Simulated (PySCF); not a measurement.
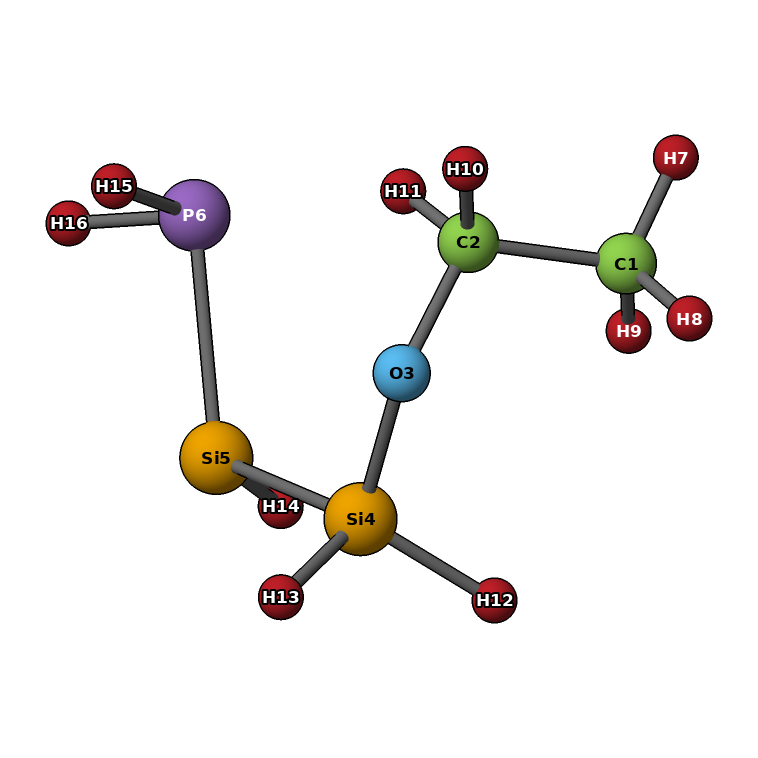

The questions are on Mulliken spin populations. The species is neutral and a spin doublet. Computed geometry: GFN2-xTB optimisation. No frequency run is at hand to confirm it as a minimum. Method: UKS B3LYP, pcH-1 on C H O P Si, non-relativistic (PySCF 2.14.0).

Question: Which atom carries the largest spin population?

Answer: Si5 (0.86 e).

Question: Which atom has the lowest spin population?

Answer: H14 (−0.01 e).

List the Mulliken spin populations.

```
atom  value (e)
  C1       0.00
  C2       0.00
  O3       0.01
 Si4       0.03
 Si5       0.86
  P6       0.07
  H7       0.00
  H8       0.00
  H9       0.00
 H10       0.00
 H11       0.00
 H12       0.02
 H13       0.00
 H14      −0.01
 H15       0.00
 H16       0.01
```

Mulliken values depend strongly on the basis set. The geometry is semi-empirical. Around P, Si such bond lengths and angles can be off by a tenth of an ångström or more and by several degrees, and values that hang on the shape move with them.
